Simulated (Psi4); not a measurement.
# MP2/cc-pVDZ (density fitting, density fitting for correlation, sweep point 1) run of HNO2 (nitrous acid)

Aim: the vertical electron affinity of HNO2 (nitrous acid) at MP2/cc-pVDZ (density fitting, density fitting for correlation, sweep point 1), from 2 runs. 

The results are computed with Psi4 1.11.

### Step 1. The structure to begin with

HNO2 has 4 atoms, charge 0, and is taken as a singlet. As SMILES, `O=NO`. The shape is that of a GFN2-xTB optimisation.

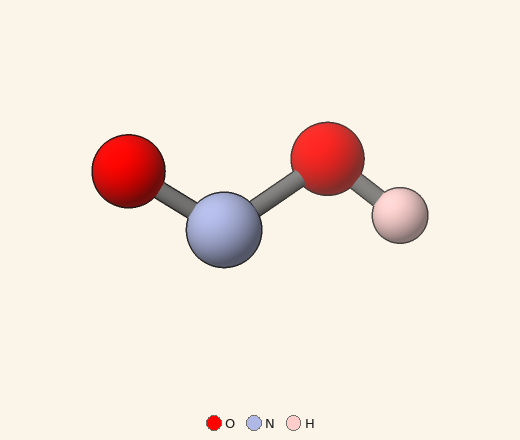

The structure, seen from a chosen angle (oxygen red, nitrogen light blue, hydrogen pink).

### Step 2. The energy at MP2/cc-pVDZ (density fitting, density fitting for correlation, sweep point 1)

File calc.dat:

```
memory 1.6 GB

molecule mol {
  0 1
  O      0.80256669     0.08634159     2.78037294
  N      0.60340845    -0.77747112     0.73185313
  O     -0.67514245     0.78595599    -0.95499199
  H     -0.73081378    -0.09482646    -2.55723408
  units au
  symmetry c1
}

set {
  basis           cc-pVDZ
  reference       rhf
  puream          true
  scf_type        df
  num_frozen_docc 0
}

result, w = energy("mp2", return_wfn=True)
print_variables()
```

On the command line:

```sh
$ psi4 -n 1 calc.dat calc.out
```

calc.out:

```text
[...]
  Running in c1 symmetry.
[...]
  Nuclear repulsion =   69.815417200840841
[...]
  Multiplicity = 1
[...]
  Nalpha       = 12
  Nbeta        = 12
[...]
    Number of basis functions: 47
[...]
   @DF-RHF iter   1:  -204.56389993012067   -7.19089e-01   1.00212e-02 DIIS/ADIIS
[...]
   @DF-RHF iter  13:  -204.65566385192875   -2.72848e-12   6.42420e-09 DIIS
[...]
    Orbital Energies [Eh]
    ---------------------
    Doubly Occupied:
       1A    -20.652784     2A    -20.638107     3A    -15.786438
       4A     -1.597025     5A     -1.408481     6A     -0.946959
       7A     -0.783441     8A     -0.722631     9A     -0.676940
      10A     -0.612704    11A     -0.518811    12A     -0.448343
[...]
  @DF-RHF Final Energy:  -204.65566385192875
   => Energetics <=
    Nuclear Repulsion Energy =             69.8154172008408409
    One-Electron Energy =                -419.3568323986718269
    Two-Electron Energy =                 144.8857513459022357
    Total Energy =                       -204.6556638519287503
[...]
 Multipole Moments:
 ------------------------------------------------------------------------------------
     Multipole            Electronic (a.u.)      Nuclear  (a.u.)        Total (a.u.)
 ------------------------------------------------------------------------------------
 L = 1.  Multiply by 2.5417464519 to convert [e a0] to [Debye]
 Dipole X            :          0.3767031           -0.4668098           -0.0901067
 Dipole Y            :         -0.3090540           -0.0751991           -0.3842531
 Dipole Z            :          0.7413084           -1.6570138           -0.9157054
 Magnitude           :                                                    0.9971390
[...]
```

Run time: 3 s. Hardware: 1 thread of AMD EPYC 7R43 (Zen 3), shared host; peak memory 0.19 GiB.

### Step 3. The doublet anion at the same level

File calc.inp:

```
memory 1.6 GB

molecule m {
  -1 2
  O      0.80256669     0.08634159     2.78037294
  N      0.60340845    -0.77747112     0.73185313
  O     -0.67514245     0.78595599    -0.95499199
  H     -0.73081378    -0.09482646    -2.55723408
  units au
  symmetry c1
}

set basis cc-pVDZ
set reference uhf
set puream true
set scf_type df
set num_frozen_docc 0
set maxiter 100

result, w = energy('mp2', return_wfn=True)
print_variables()
```

On the command line:

```sh
$ psi4 -n 1 calc.inp calc.out
```

calc.out:

```text
[...]
  Running in c1 symmetry.
[...]
  Nuclear repulsion =   69.815417200840841
[...]
  Multiplicity = 2
[...]
  Nalpha       = 13
  Nbeta        = 12
[...]
    Number of basis functions: 47
[...]
   @DF-UHF iter   1:  -204.50477642879773   -6.59965e-01   1.01407e-02 DIIS/ADIIS
[...]
   @DF-UHF iter  17:  -204.60943717990727   -1.47793e-12   4.86092e-09 DIIS
[...]
   @S^2 Observed:                7.627050313E-01
[...]
    Orbital Energies [Eh]
    ---------------------
    Alpha Occupied:
       1A    -20.305160     2A    -20.233624     3A    -15.344418
       4A     -1.231738     5A     -1.073600     6A     -0.625900
       7A     -0.437719     8A     -0.415447     9A     -0.370704
      10A     -0.261858    11A     -0.251810    12A     -0.092187
      13A     -0.016135
    Alpha Virtual:
      14A      0.402944    15A      0.697839    16A      0.842452
      17A      1.058992    18A      1.222526    19A      1.245301
      20A      1.299886    21A      1.372880    22A      1.455255
      23A      1.483119    24A      1.515860    25A      1.533418
[...]
  @DF-UHF Final Energy:  -204.60943717990727
   => Energetics <=
    Nuclear Repulsion Energy =             69.8154172008408409
    One-Electron Energy =                -428.0114634928245891
    Two-Electron Energy =                 153.5866091120764736
    Total Energy =                       -204.6094371799072746
  UHF NO Occupations:
  HONO-2 :   11  A 1.9978677
  HONO-1 :   12  A 1.9966290
[...]
 Multipole Moments:
 ------------------------------------------------------------------------------------
     Multipole            Electronic (a.u.)      Nuclear  (a.u.)        Total (a.u.)
 ------------------------------------------------------------------------------------
 L = 1.  Multiply by 2.5417464519 to convert [e a0] to [Debye]
 Dipole X            :          0.2226926           -0.4668098           -0.2441172
 Dipole Y            :         -0.0470995           -0.0751991           -0.1222986
 Dipole Z            :          0.6567552           -1.6570138           -1.0002587
 Magnitude           :                                                    1.0368546
[...]
```

Wall time 3 s (1 thread of AMD EPYC 7R43 (Zen 3), shared host); peak memory 0.18 GiB.

### Step 4. Outcome

Level: MP2/cc-pVDZ (density fitting, density fitting for correlation, sweep point 1).

```
                                                                 quantity          value
                                               singlet HNO2: total energy  -205.20536 Eh
                        singlet HNO2: HOMO energy (Hartree–Fock orbitals)      -12.20 eV
                        singlet HNO2: LUMO energy (Hartree–Fock orbitals)        2.91 eV
                      singlet HNO2: HOMO–LUMO gap (Hartree–Fock orbitals)       15.11 eV
                                         singlet HNO2: correlation energy     -549.7 mEh
                                              doublet anion: total energy  -205.13048 Eh
doublet anion: HOMO energy (Hartree–Fock orbitals) (highest over α and β)       -0.44 eV
 doublet anion: LUMO energy (Hartree–Fock orbitals) (lowest over α and β)       10.96 eV
                                        doublet anion: correlation energy     -521.0 mEh
                         doublet anion: ⟨S²⟩ of the reference determinant          0.763
                        vertical electron affinity (to the doublet anion)      -2.038 eV
```

**Reading.** The anion lies 2.04 eV (47 kcal/mol) above the neutral: the electron isn't bound at this level, and such a value depends on the basis. Without diffuse functions anions come out too high.
